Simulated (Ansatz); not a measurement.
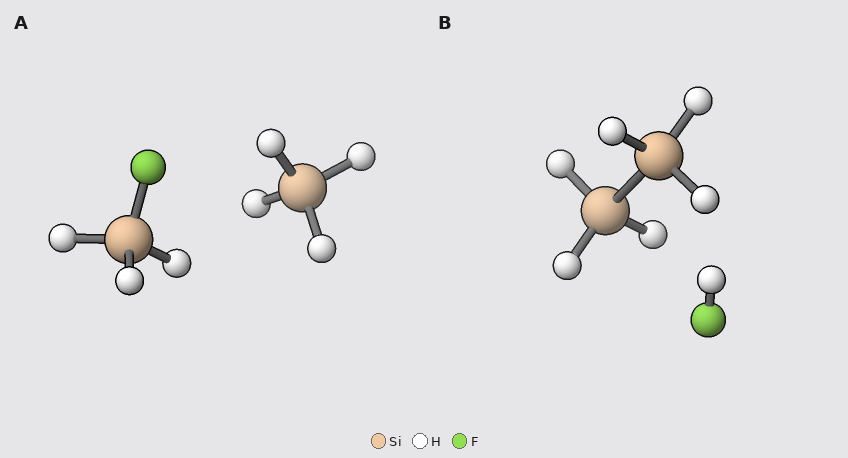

2 stationary structures of one formula. Geometries: PBE0-D4/def2-TZVP. Electronic energies: SPW92 (LDA)/def2-SVP (Ansatz 0.2.0), without zero-point energy. No frequency run is at hand to confirm each as a minimum. Each is one conformer, not always the lowest.

> Which is lowest in energy, and by how much?

A is lowest; B lies 20.5 kcal/mol above it (a minimum).
